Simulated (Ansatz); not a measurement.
Two G0W0 runs on Cs4Cd3PbCl12 (ordered model alloy, started on the CsPbCl3 lattice) (Im-3m).

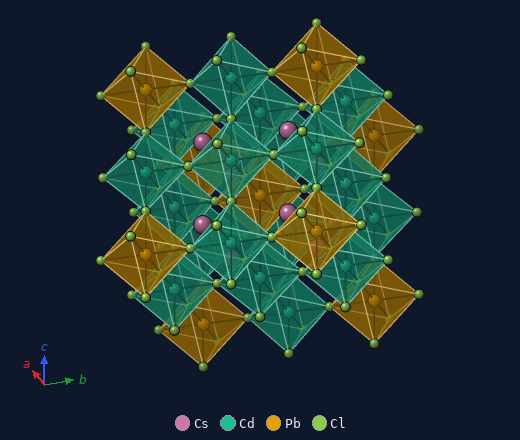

The structure (caesium pink, cadmium teal, lead orange, chlorine green). Some periodic images of atoms are drawn too.

The structure is cubic, space group Im-3m (No. 229). Conventional cell: a = 10.425 Å, b = 10.425 Å, c = 10.425 Å, α = 90.00°, β = 90.00°, γ = 90.00°. Nearest to Cs lie 12 Cl at 3.69 Å. Nearest to Cd lie 6 Cl at 2.49 to 2.61 Å. Nearest to Pb lie 6 Cl at 2.73 Å. Nearest to Cl lie 1 Cd at 2.49 Å and 1 Pb at 2.73 Å and 4 Cs at 3.69 Å. Nearest to Cl lie 2 Cd at 2.61 Å and 4 Cs at 3.69 Å. It derives from CsPbCl3. Farther neighbours and most contacts between anions are not listed.

```cif
data_structure
_symmetry_space_group_name_H-M 'P 1'
_symmetry_Int_Tables_number 1
_cell_length_a 9.0283
_cell_length_b 9.0283
_cell_length_c 9.0283
_cell_angle_alpha 109.471
_cell_angle_beta 109.471
_cell_angle_gamma 109.471
_cell_volume 566.50
loop_
_atom_site_label
_atom_site_type_symbol
_atom_site_fract_x
_atom_site_fract_y
_atom_site_fract_z
_atom_site_occupancy
Cs1 Cs 0.00000 0.00000 0.00000 1
Cs2 Cs 0.50000 0.50000 0.00000 1
Cs3 Cs 0.50000 0.00000 0.50000 1
Cs4 Cs 0.00000 0.50000 0.50000 1
Cd5 Cd 0.50000 0.50000 0.50000 1
Pb6 Pb 0.00000 0.00000 0.50000 1
Cd7 Cd 0.00000 0.50000 0.00000 1
Cd8 Cd 0.50000 0.00000 0.00000 1
Cl9 Cl 0.26142 0.26142 0.50000 1
Cl10 Cl 0.73858 0.73858 0.50000 1
Cl11 Cl 0.75000 0.25000 0.00000 1
Cl12 Cl 0.25000 0.75000 0.00000 1
Cl13 Cl 0.50000 0.25000 0.25000 1
Cl14 Cl 0.00000 0.73858 0.23858 1
Cl15 Cl 0.00000 0.26142 0.76142 1
Cl16 Cl 0.50000 0.75000 0.75000 1
Cl17 Cl 0.25000 0.50000 0.25000 1
Cl18 Cl 0.73858 0.00000 0.23858 1
Cl19 Cl 0.75000 0.50000 0.75000 1
Cl20 Cl 0.26142 0.00000 0.76142 1
```

The structure was relaxed with LDA. The runs that relaxed it are not among those shown. Spin-orbit coupling is left out unless a run names it.

The first (Ansatz 0.2.0; start LDA, 2×2×2 mesh, 920 empty bands, screening to 80 eV, PAW set soft_1 files; 4 threads of Arm Neoverse V1, shared host) gave, on its mesh: starting gap 2.36 eV, G0W0 gap 3.93 eV, RPA ε∞ (mean) 3.79, 6.9 min.

Question: The second changes empty bands from 920 to 375 and screening cutoff (eV) from 80.0 to 44. What does it give?

It gave: starting gap 2.36 eV, G0W0 gap 4.00 eV, RPA ε∞ (mean) 3.79, 98 s. The G0W0 gap moves by +0.07 eV, +0.00 eV from the start and +0.07 eV from the correction. Σc changes by +0.31 eV at the valence top and +0.38 eV at the conduction bottom, and Σx − Vxc between them by +0.00 eV.

Limits: not at the basis limit; d shell near the gap, gap tends to lie low; no spin-orbit coupling.

[Paths, hosts, dates, memory and timing lines, banners, echoed tables and standing remarks are left out of the program output.]

[Logs are printed without paths, hosts, clocks, repeated set-up lines and the standing remarks that a program may print on its own settings, such as how far it seeks lower states.]

[Runs of the session that timed out or met a known fault of the program may be left out.]

[Cells called generated may have been cut or substituted from an entry of the Crystallography Open Database or the Materials Project.]

[Hosts, paths, dates, database ids (printed as entryN), source tags and the programs' standing remarks are cut or masked in the printed files.]
